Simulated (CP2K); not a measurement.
# NBrO (nitrosyl bromide) at PBE/DZVP-MOLOPT-SR-GTH (core potential)

What is the energy change on altering one bond length of NBrO (nitrosyl bromide) at PBE/DZVP-MOLOPT-SR-GTH (core potential)? 

Program for the calculation: CP2K 2026.2.

4 further runs of the same task are left out: 4 that didn't finish.

## Step 1: The structure to begin with

NBrO has 3 atoms, charge 0, and is taken as a singlet. As SMILES, `O=NBr`. The shape is that of a PBE0-D4/def2-TZVP optimisation.

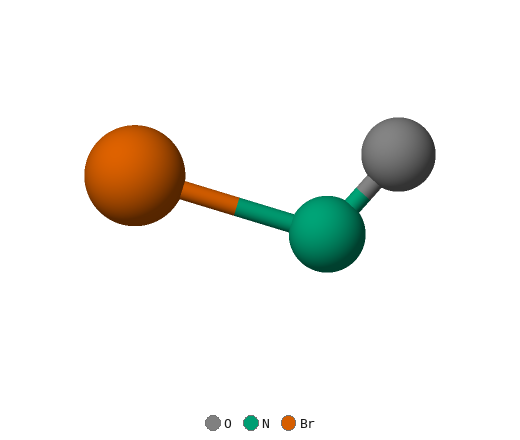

The structure, seen from a chosen angle (oxygen grey, nitrogen teal, bromine orange).

## Step 2: The energy at PBE/DZVP-MOLOPT-SR-GTH (core potential)

File calc.inp:

```
&GLOBAL
    PROJECT calc
    RUN_TYPE ENERGY
    PRINT_LEVEL MEDIUM
&END GLOBAL

&FORCE_EVAL
    METHOD QS
    &DFT
        BASIS_SET_FILE_NAME BASIS_MOLOPT
        POTENTIAL_FILE_NAME GTH_POTENTIALS
        CHARGE 0
        MULTIPLICITY 1
        &QS
            METHOD GPW
            EPS_DEFAULT 1.0E-10
        &END QS
        &MGRID
            CUTOFF 400
            REL_CUTOFF 50
            NGRIDS 4
        &END MGRID
        &POISSON
            PERIODIC NONE
            POISSON_SOLVER MULTIPOLE
        &END POISSON
        &SCF
            SCF_GUESS ATOMIC
            EPS_SCF 1.0E-06
            MAX_SCF 80
            ADDED_MOS 10
            &DIAGONALIZATION
                ALGORITHM STANDARD
            &END DIAGONALIZATION
            &MIXING
                METHOD PULAY_MIXING
                ALPHA 0.3
                NBUFFER 8
            &END MIXING
        &END SCF
        &XC
            &XC_FUNCTIONAL PBE
            &END XC_FUNCTIONAL
        &END XC
        &PRINT
            &MOMENTS
                PERIODIC F
                REFERENCE COM
                MAX_MOMENT 1
            &END MOMENTS
            &MO ON
                ENERGIES T
                OCCUPATION_NUMBERS T
                NDIGITS 6
                &EACH
                    QS_SCF 0
                &END EACH
                ADD_LAST NUMERIC
            &END MO
            &HIRSHFELD OFF
            &END HIRSHFELD
        &END PRINT
    &END DFT
    &SUBSYS
        &CELL
            ABC [angstrom] 8.8 8.9 7.8
            PERIODIC NONE
        &END CELL
        &COORD
            O      0.941780    -0.646800     0.448530
            N     -0.044940    -0.636480    -0.092930
            Br    -0.896840     1.283280    -0.355590
        &END COORD
        &TOPOLOGY
            &CENTER_COORDINATES
            &END CENTER_COORDINATES
        &END TOPOLOGY
        &KIND O
            BASIS_SET DZVP-MOLOPT-SR-GTH-q6
            POTENTIAL GTH-PBE-q6
        &END KIND
        &KIND N
            BASIS_SET DZVP-MOLOPT-SR-GTH-q5
            POTENTIAL GTH-PBE-q5
        &END KIND
        &KIND Br
            BASIS_SET DZVP-MOLOPT-SR-GTH-q7
            POTENTIAL GTH-PBE-q7
        &END KIND
    &END SUBSYS
&END FORCE_EVAL
```

Started as:

```sh
$ OMP_NUM_THREADS=1 cp2k.psmp -i calc.inp -o calc.out
```

What it wrote:

```text
CP2K| version string:                                       CP2K version 2026.2
[...]
 GLOBAL| Method name                                                        CP2K
[...]
 GLOBAL| Run type                                                         ENERGY
[...]
 DFT| Spin restricted Kohn-Sham (RKS) calculation                            RKS
 DFT| Multiplicity                                                             1
[...]
 DFT| Charge                                                                   0
[...]
 FUNCTIONAL| PBE:
 QS| Method:                                                                 GPW
[...]
 QS| Density cutoff [a.u.]:                                                200.0
[...]
 QS| Relative density cutoff [a.u.]:                                        25.0
[...]
                             - Atoms:                                          3
[...]
                             - Spherical basis functions:                     39
[...]
 Number of electrons:                                                         18
[...]
     1 NoMix/Diag. 0.30E+00    0.5     0.69659624       -39.3157509051 -3.93E+01
[...]
    15 Pulay/Diag. 0.30E+00    0.6     0.00000079       -39.3090421475 -7.44E-06
  *** SCF run converged in    15 steps ***
[...]
  Overlap energy of the core charge distribution:               0.00000019256139
  Self energy of the core charge distribution:                -94.02211551258432
  Core Hamiltonian energy:                                     24.98550856606949
  Hartree energy:                                              38.19479458075941
  Exchange-correlation energy:                                 -8.46722997428234
  Total energy:                                               -39.30904214747638
[...]
                     Mulliken Population Analysis
 #  Atom  Element  Kind  Atomic population                           Net charge
       1     O        1          5.766932                              0.233068
       2     N        2          5.083065                             -0.083065
       3     Br       3          7.150004                             -0.150004
 # Total charge                             18.000000                 -0.000000
[...]
  Dipole moment [Debye]
    X=  0.1102690E+01 Y= -0.1322304E+01 Z=  0.4679842E+00  Total=      1.7842148
 ENERGY| Total FORCE_EVAL ( QS ) energy [hartree]            -39.309042147476376
[...]
```

Wall time 9.3 s (1 thread of Arm Neoverse V2, shared host); peak memory 0.83 GiB.

## Step 3: The distorted shape at the same level

File mol.inp:

```
&global
   project_name mol
   run_type ENERGY
   print_level MEDIUM
&end global

&force_eval
   method QS
   &dft
      basis_set_file_name BASIS_MOLOPT
      potential_file_name GTH_POTENTIALS
      # Quickstep
      &qs
         method GPW
         eps_default 1.0E-10
      &end qs
      # plane-wave cutoff in Ry
      &mgrid
         cutoff 400
         rel_cutoff 50
         ngrids 4
      &end mgrid
      # no periodic images
      &poisson
         periodic NONE
         poisson_solver MULTIPOLE
      &end poisson
      # SCF settings
      &scf
         scf_guess ATOMIC
         eps_scf 1.0E-06
         max_scf 80
         added_mos 5
         &diagonalization
            algorithm STANDARD
         &end diagonalization
         &mixing
            method PULAY_MIXING
            alpha 0.3
            nbuffer 4
         &end mixing
      &end scf
      # exchange and correlation
      &xc
         &xc_functional PBE
         &end xc_functional
      &end xc
      &print
         &moments
            periodic F
            reference COM
            max_moment 1
         &end moments
         &mo ON
            energies T
            occupation_numbers T
            ndigits 6
            &each
               qs_scf 0
            &end each
            add_last NUMERIC
         &end mo
         &hirshfeld OFF
         &end hirshfeld
      &end print
   &end dft
   # structure
   &subsys
      # vacuum box
      &cell
         abc 9.3 9.9 7.9
         periodic NONE
      &end cell
      &coord
         O      5.782290     3.505008     4.417727
         N      4.795570     3.515328     3.876267
         Br     3.517710     6.394992     3.482274
      &end coord
      &kind O
         basis_set DZVP-MOLOPT-SR-GTH-q6
         potential GTH-PBE-q6
      &end kind
      &kind N
         basis_set DZVP-MOLOPT-SR-GTH-q5
         potential GTH-PBE-q5
      &end kind
      &kind Br
         basis_set DZVP-MOLOPT-SR-GTH-q7
         potential GTH-PBE-q7
      &end kind
   &end subsys
&end force_eval
```

Started as:

```sh
$ OMP_NUM_THREADS=1 cp2k.psmp mol.inp > mol.out
```

What it wrote:

```text
CP2K| version string:                                       CP2K version 2026.2
[...]
 GLOBAL| Method name                                                        CP2K
[...]
 GLOBAL| Run type                                                         ENERGY
[...]
 DFT| Spin restricted Kohn-Sham (RKS) calculation                            RKS
 DFT| Multiplicity                                                             1
[...]
 DFT| Charge                                                                   0
[...]
 FUNCTIONAL| PBE:
 QS| Method:                                                                 GPW
[...]
 QS| Density cutoff [a.u.]:                                                200.0
[...]
 QS| Relative density cutoff [a.u.]:                                        25.0
[...]
                             - Atoms:                                          3
[...]
                             - Spherical basis functions:                     39
[...]
 Number of electrons:                                                         18
[...]
     1 NoMix/Diag. 0.30E+00    0.6     0.80513794       -39.2064670723 -3.92E+01
[...]
    31 Pulay/Diag. 0.30E+00    0.7     0.00000090       -39.2717194265 -3.30E-06
  *** SCF run converged in    31 steps ***
[...]
  Overlap energy of the core charge distribution:               0.00000019253103
  Self energy of the core charge distribution:                -94.02211551258432
  Core Hamiltonian energy:                                     24.69260082756306
  Hartree energy:                                              38.41545522997903
  Exchange-correlation energy:                                 -8.35766016402034
  Total energy:                                               -39.27171942653155
[...]
                     Mulliken Population Analysis
 #  Atom  Element  Kind  Atomic population                           Net charge
       1     O        1          5.682782                              0.317218
       2     N        2          5.014301                             -0.014301
       3     Br       3          7.302916                             -0.302916
 # Total charge                             18.000000                 -0.000000
[...]
  Dipole moment [Debye]
    X=  0.2666574E+01 Y= -0.4106820E+01 Z=  0.1032494E+01  Total=      5.0042615
 ENERGY| Total FORCE_EVAL ( QS ) energy [hartree]            -39.271719426531547
[...]
```

It took 22 s on 1 thread of Arm Neoverse V2, shared host; peak memory 0.83 GiB.

## Step 4: What came out

Level: PBE/DZVP-MOLOPT-SR-GTH (core potential).

```
                                                          quantity         value
                                         first shape: total energy  -39.30904 Eh
                                        first shape: dipole moment        1.78 D
                                          first shape: HOMO energy      -6.79 eV
                                          first shape: LUMO energy      -4.68 eV
                                        first shape: HOMO–LUMO gap       2.11 eV
                                     distorted shape: total energy  -39.27172 Eh
                                    distorted shape: dipole moment        5.00 D
                                      distorted shape: HOMO energy      -6.01 eV
                                      distorted shape: LUMO energy      -5.86 eV
                                    distorted shape: HOMO–LUMO gap       0.15 eV
energy change with the N2–Br3 bond stretched from 2.117 to 3.175 Å      1.016 eV
```

In words: One bond (distorted shape) is far stretched, which a spin-restricted single reference describes badly; a broken-symmetry solution may lie lower. With the N2–Br3 bond stretched from 2.117 to 3.175 Å the energy rises by 1.02 eV (98 kJ/mol). The first shape isn't relaxed at this level, so the change isn't measured from a minimum. A restricted reference can't describe the breaking bond well at this length.
